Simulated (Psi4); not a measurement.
**C3H4F2 (SMILES F/C=C\CF): BLYP/6-31G(d) (spherical functions)**

What is the energy change on altering one bond length of C3H4F2 at BLYP/6-31G* (spherical functions)? Input form: a Python script.

Program for the calculation: Psi4 1.11.

3 further runs of the same task are left out: 3 set aside as unsound or not needed.

### 1 The structure to begin with

The species is C3H4F2 (9 atoms), meant as a singlet with charge 0. SMILES: `F/C=C\CF`. The shape is that of a PBE0-D4/def2-TZVP optimisation. This is one conformer, not always the lowest.

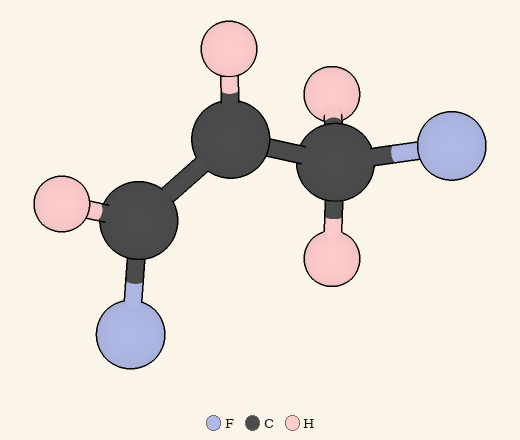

Viewed from a chosen angle; fluorine light blue, carbon dark grey, hydrogen pink.

### 2 Energy and forces at BLYP/6-31G(d) (spherical functions)

Contents of c3h4f2.py:

```python
import psi4

psi4.set_memory('2200 MB')
psi4.set_num_threads(1)
psi4.core.set_output_file('run.log', False)

molecule = psi4.geometry("""
0 1
F     -3.34727188     1.31562733    -1.44412870
C     -1.43014473    -0.15835905    -2.17091737
C      0.51003708    -0.67160866    -0.68842723
C      0.83053463     0.29328549     1.92638681
F      3.13052030     1.53332378     2.14238251
H     -1.67977755    -0.86681737    -4.07595028
H      1.96985051    -1.89218277    -1.44677432
H      0.84999881    -1.25988041     3.29322572
H     -0.66631743     1.61911734     2.43188855
units au
symmetry c1
""")

psi4.set_options({
    'basis': '6-31G*',
    'puream': True,
    'e_convergence': 1e-09,
    'd_convergence': 1e-08,
    'scf_type': 'pk',
    'dft_radial_points': 99,
    'dft_spherical_points': 590,
})

E = psi4.gradient("BLYP")
print('gradient / Eh bohr^-1')
print(E.np.round(6))
```

On the command line:

```console
$ python c3h4f2.py
```

run.log:

```text
[...]
  Running in c1 symmetry.
[...]
  Nuclear repulsion =  168.442552202306160
[...]
  Multiplicity = 1
[...]
  Nalpha       = 20
  Nbeta        = 20
[...]
    Number of basis functions: 78
[...]
   @RKS iter   1:  -315.99893042773829   -1.43518e-01   9.22718e-03 ADIIS/DIIS
[...]
   @RKS iter  13:  -316.27599359768180   -1.13687e-12   1.44693e-09 DIIS
[...]
    Orbital Energies [Eh]
    ---------------------
    Doubly Occupied:
       1A    -24.311229     2A    -24.260698     3A    -10.000424
       4A     -9.986733     5A     -9.920835     6A     -1.114287
       7A     -1.058666     8A     -0.713643     9A     -0.614220
      10A     -0.521948    11A     -0.470669    12A     -0.444091
      13A     -0.419464    14A     -0.398623    15A     -0.389287
      16A     -0.361354    17A     -0.316569    18A     -0.270119
      19A     -0.266963    20A     -0.218623
[...]
  @RKS Final Energy:  -316.27599359768180
   => Energetics <=
    Nuclear Repulsion Energy =            168.4425522023061603
    One-Electron Energy =                -769.5410416513268501
    Two-Electron Energy =                 323.4913272798348203
    DFT Exchange-Correlation Energy =     -38.6688314284959205
    Empirical Dispersion Energy =           0.0000000000000000
    VV10 Nonlocal Energy =                  0.0000000000000000
    Total Energy =                       -316.2759935976818042
[...]
 Multipole Moments:
 ------------------------------------------------------------------------------------
     Multipole            Electronic (a.u.)      Nuclear  (a.u.)        Total (a.u.)
 ------------------------------------------------------------------------------------
 L = 1.  Multiply by 2.5417464519 to convert [e a0] to [Debye]
 Dipole X            :         -0.6661117            0.4028085           -0.2633032
 Dipole Y            :          2.6467385           -3.1846751           -0.5379366
 Dipole Z            :          0.0014554           -0.2769026           -0.2754472
 Magnitude           :                                                    0.6592235
[...]
  -Total Gradient:
     Atom            X                  Y                   Z
    ------   -----------------  -----------------  -----------------
       1        0.017678474127    -0.012787179446    -0.005567250027
       2        0.002242432935     0.004007365096     0.012974614981
       3       -0.011427231713     0.006758193592    -0.004133688843
       4        0.004732225384     0.001591584715    -0.002686696936
       5       -0.017583489412    -0.009169988454    -0.001899226797
       6        0.000772556510     0.002595595352     0.007179788892
       7       -0.005491955872     0.004057029424     0.001534420896
       8        0.001814547075     0.006148681606    -0.005553725124
       9        0.007241769862    -0.003203965375    -0.001841790035
[...]
```

Standard output:

```text
gradient / Eh bohr^-1
[[ 0.017678 -0.012787 -0.005567]
 [ 0.002242  0.004007  0.012975]
 [-0.011427  0.006758 -0.004134]
 [ 0.004732  0.001592 -0.002687]
 [-0.017583 -0.00917  -0.001899]
 [ 0.000773  0.002596  0.00718 ]
 [-0.005492  0.004057  0.001534]
 [ 0.001815  0.006149 -0.005554]
 [ 0.007242 -0.003204 -0.001842]]
```

It took 32 s on 1 thread of AMD EPYC 7R43 (Zen 3), shared host; peak memory 1.2 GiB.

### 3 The distorted shape at the same level

Contents of calc.py:

```python
import psi4

psi4.set_memory(2200000000)
psi4.set_num_threads(1)
psi4.core.set_output_file('psi4.out', False)

m = psi4.geometry("""
0 1
F
C 1 2.4052
C 2 1.320348 1 122.6449
C 3 1.484622 2 124.87974 1 -0.0839
F 4 1.387442 3 109.85592 2 -124.72774
H 2 1.083636 3 125.19573 4 -179.58305
H 3 1.083967 2 117.17873 6 0.30447
H 4 1.094892 5 106.9992 3 120.60351
H 4 1.091431 8 109.11501 5 -116.85365
symmetry c1
""")

options = {'puream': True, 'e_convergence': 1e-09, 'd_convergence': 1e-08, 'scf_type': 'pk', 'dft_radial_points': 99, 'dft_spherical_points': 590}
psi4.set_options(options)

e, wfn = psi4.gradient('blyp/6-31G*', return_wfn=True)
psi4.oeprop(wfn, 'WIBERG_LOWDIN_INDICES', 'DIPOLE', 'LOWDIN_CHARGES')
print('gradient / Eh bohr^-1')
print(e.np.round(6))
print(f'energy = {wfn.energy():.10f} Eh')
```

On the command line:

```console
$ python calc.py
```

psi4.out:

```text
[...]
  Running in c1 symmetry.
[...]
  Nuclear repulsion =  150.372789130689341
[...]
  Multiplicity = 1
[...]
  Nalpha       = 20
  Nbeta        = 20
[...]
    Number of basis functions: 78
[...]
   @RKS iter   1:  -315.87253948197565   -4.77490e-01   9.35328e-03 ADIIS/DIIS
[...]
   @RKS iter  15:  -316.12830141974229   -9.09495e-13   1.94618e-09 DIIS
[...]
    Orbital Energies [Eh]
    ---------------------
    Doubly Occupied:
       1A    -24.286618     2A    -24.213272     3A    -10.030690
       4A    -10.013770     5A     -9.978603     6A     -1.083693
       7A     -0.916759     8A     -0.756017     9A     -0.641493
      10A     -0.531261    11A     -0.477138    12A     -0.443243
      13A     -0.422312    14A     -0.407738    15A     -0.304126
      16A     -0.295879    17A     -0.276876    18A     -0.275920
      19A     -0.226259    20A     -0.223630
[...]
  @RKS Final Energy:  -316.12830141974229
   => Energetics <=
    Nuclear Repulsion Energy =            150.3727891306893412
    One-Electron Energy =                -733.7295503714042297
    Two-Electron Energy =                 305.7143347261627468
    DFT Exchange-Correlation Energy =     -38.4858749051901867
    Empirical Dispersion Energy =           0.0000000000000000
    VV10 Nonlocal Energy =                  0.0000000000000000
    Total Energy =                       -316.1283014197422858
[...]
  -Total Gradient:
     Atom            X                  Y                   Z
    ------   -----------------  -----------------  -----------------
       1       -0.000168335912     0.003175804461    -0.059618869461
       2        0.000490963511     0.004309883315     0.008262574142
       3       -0.000352677397    -0.007941984248     0.037174574035
       4       -0.002009148497     0.016151592942     0.006679134371
       5        0.012044305861     0.006529617947    -0.007605723549
       6       -0.000601277417    -0.014619935457     0.021270533978
       7        0.000382386895    -0.003394678074    -0.011582479721
       8       -0.008191505693     0.001325139852    -0.001617184144
       9       -0.001602181851    -0.005520117681     0.007032533697
[...]
 Multipole Moments:
 ------------------------------------------------------------------------------------
     Multipole            Electronic (a.u.)      Nuclear  (a.u.)        Total (a.u.)
 ------------------------------------------------------------------------------------
 L = 1.  Multiply by 2.5417464519 to convert [e a0] to [Debye]
 Dipole X            :         -1.8069304            2.2604608            0.4535304
 Dipole Y            :         -0.4771426            0.4833086            0.0061660
 Dipole Z            :         -2.1527005            3.7378509            1.5851504
 Magnitude           :                                                    1.6487661
[...]
```

The script printed:

```text
gradient / Eh bohr^-1
[[-0.000168  0.003176 -0.059619]
 [ 0.000491  0.00431   0.008263]
 [-0.000353 -0.007942  0.037175]
 [-0.002009  0.016152  0.006679]
 [ 0.012044  0.00653  -0.007606]
 [-0.000601 -0.01462   0.021271]
 [ 0.000382 -0.003395 -0.011582]
 [-0.008192  0.001325 -0.001617]
 [-0.001602 -0.00552   0.007033]]
energy = -316.1283014197 Eh
```

Run time: 29 s. Hardware: 1 thread of AMD EPYC 7R43 (Zen 3), shared host; peak memory 1.2 GiB.

### 4 Summary of results

Level: BLYP/6-31G* (spherical functions).

```
                                                         quantity          value
                                        first shape: total energy  -316.27599 Eh
                                       first shape: dipole moment         1.68 D
                                         first shape: HOMO energy       -5.95 eV
                                         first shape: LUMO energy       -0.41 eV
                                       first shape: HOMO–LUMO gap        5.54 eV
                            first shape: largest force on an atom     1.158 eV/Å
                                    distorted shape: total energy  -316.12830 Eh
                                   distorted shape: dipole moment         4.19 D
                                     distorted shape: HOMO energy       -6.09 eV
                                     distorted shape: LUMO energy       -4.97 eV
                                   distorted shape: HOMO–LUMO gap        1.11 eV
                        distorted shape: largest force on an atom     3.070 eV/Å
energy change with the F1–C2 bond stretched from 1.336 to 2.405 Å       4.019 eV
```

One bond (distorted shape) is far stretched, which a spin-restricted single reference describes badly; a broken-symmetry solution may lie lower. With the F1–C2 bond stretched from 1.336 to 2.405 Å the energy rises by 4.02 eV (388 kJ/mol). The first shape isn't relaxed at this level, so the change isn't measured from a minimum. A restricted reference can't describe the breaking bond well at this length. The largest force (first shape) is 1.16 eV/Å: the shape isn't a stationary point for this species at this level.
